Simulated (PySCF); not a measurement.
**FH14N3Si5: density, localisation and related maps**

```json
{"atom": "F", "x (Å)": "-1.0434", "y (Å)": "-2.0376", "z (Å)": "2.8196"}
{"atom": "Si", "x (Å)": "-1.5069", "y (Å)": "-0.7722", "z (Å)": "1.9379"}
{"atom": "N", "x (Å)": "-2.2816", "y (Å)": "-1.4437", "z (Å)": "0.5595"}
{"atom": "Si", "x (Å)": "-2.3341", "y (Å)": "-0.9627", "z (Å)": "-1.1131"}
{"atom": "Si", "x (Å)": "-1.7573", "y (Å)": "1.2529", "z (Å)": "-1.3426"}
{"atom": "N", "x (Å)": "-0.1041", "y (Å)": "0.1268", "z (Å)": "1.5380"}
{"atom": "Si", "x (Å)": "1.3101", "y (Å)": "-0.5317", "z (Å)": "0.7932"}
{"atom": "N", "x (Å)": "2.2529", "y (Å)": "0.8536", "z (Å)": "0.3705"}
{"atom": "Si", "x (Å)": "3.6556", "y (Å)": "0.8586", "z (Å)": "-0.6357"}
{"atom": "H", "x (Å)": "-2.3753", "y (Å)": "0.0235", "z (Å)": "2.7879"}
{"atom": "H", "x (Å)": "-2.7225", "y (Å)": "-2.3305", "z (Å)": "0.7464"}
{"atom": "H", "x (Å)": "-3.7148", "y (Å)": "-1.2840", "z (Å)": "-1.5266"}
{"atom": "H", "x (Å)": "-1.4757", "y (Å)": "-1.8894", "z (Å)": "-1.8787"}
{"atom": "H", "x (Å)": "-2.4292", "y (Å)": "1.8401", "z (Å)": "-2.5129"}
{"atom": "H", "x (Å)": "-0.3259", "y (Å)": "1.4926", "z (Å)": "-1.5497"}
{"atom": "H", "x (Å)": "-2.1622", "y (Å)": "2.1059", "z (Å)": "-0.2134"}
{"atom": "H", "x (Å)": "-0.2279", "y (Å)": "1.1209", "z (Å)": "1.4685"}
{"atom": "H", "x (Å)": "1.0314", "y (Å)": "-1.2429", "z (Å)": "-0.4574"}
{"atom": "H", "x (Å)": "1.9697", "y (Å)": "-1.4107", "z (Å)": "1.7640"}
{"atom": "H", "x (Å)": "2.1680", "y (Å)": "1.6379", "z (Å)": "0.9956"}
{"atom": "H", "x (Å)": "4.7484", "y (Å)": "0.0736", "z (Å)": "-0.0502"}
{"atom": "H", "x (Å)": "3.2740", "y (Å)": "0.2817", "z (Å)": "-1.9228"}
{"atom": "H", "x (Å)": "4.0461", "y (Å)": "2.2643", "z (Å)": "-0.7582"}
```

Geometry: GFN2-xTB.

These are results of PBE0/6-31G*, SCF density, gas phase, non-relativistic in PySCF 2.14.0, not measurements.

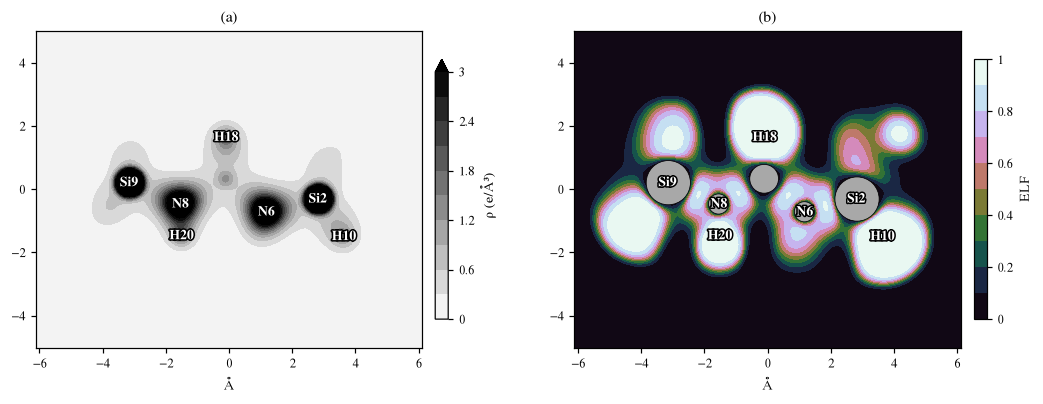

Figure 1. (a) total electron density; (b) electron localisation function on the plane of atoms Si9, N8 and H20. Grey discs cover the atomic cores in the ELF map.

Q: Interpret the plot.

A: The section cuts through Si, N and H sites.
Si–N (1.71 Å): the density is about 1.1 e/Å³ at the midpoint; the ELF peaks at about 0.90 between the atoms, as expected for a shared but strongly polarised pair.
N–H (1.01 Å): ρ is about 2.8 e/Å³ halfway; the ELF climbs to about 1 towards the hydrogen, as it does in any bond to H: a covalent bond by its length.
Si–H (1.45 Å): ρ at the midpoint is about 0.85 e/Å³; the ELF climbs to about 1 towards the hydrogen.

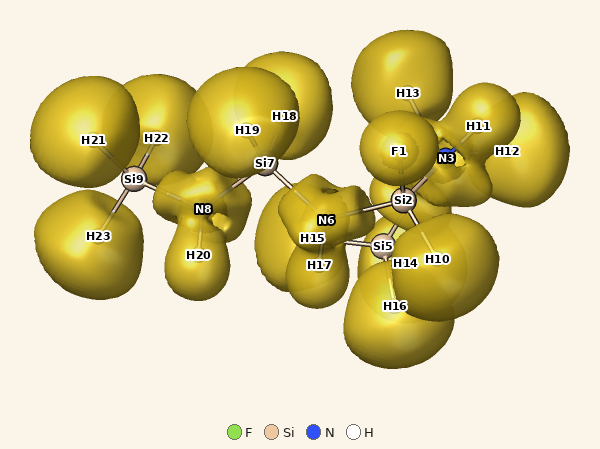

Figure 2. Isosurface of the ELF at 0.75 (yellow), seen from one side. Only the valence region is drawn (cores and ρ < 0.01 e/Å³ removed).

Q: What do the ELF domains correspond to?

A: At this value the surface marks out one region between bonded Si–Si atoms (shared pairs), eleven regions around hydrogen nuclei, one region wrapped around F (its lone pairs, merged into a ring or cap) and three joined regions spread over several atoms (H, N), in which their bonds and any lone pairs are merged. Along the contacts the grid gives the following. Si–F (1.61 Å): the ELF peaks at about 0.85 in the valence shell of F, 0.5 Å from its nucleus, and is about 0.50 at the midpoint.

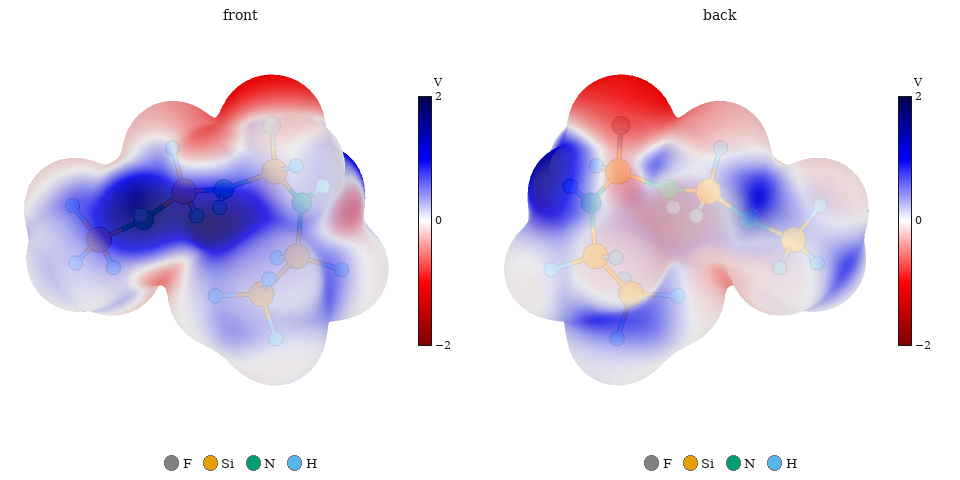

Figure 3. The electrostatic potential painted on the density surface at 0.001 e/bohr³, seen from the front and from behind; red is negative and blue positive.

Q: Describe the electrostatic potential map.

A: The most negative region (about −1.0 V) lies over F1, the most positive (about +1.8 V) over H17 and H20.

Q: What dipole moment does the calculation give?

A: Its dipole moment is 1.61 D.
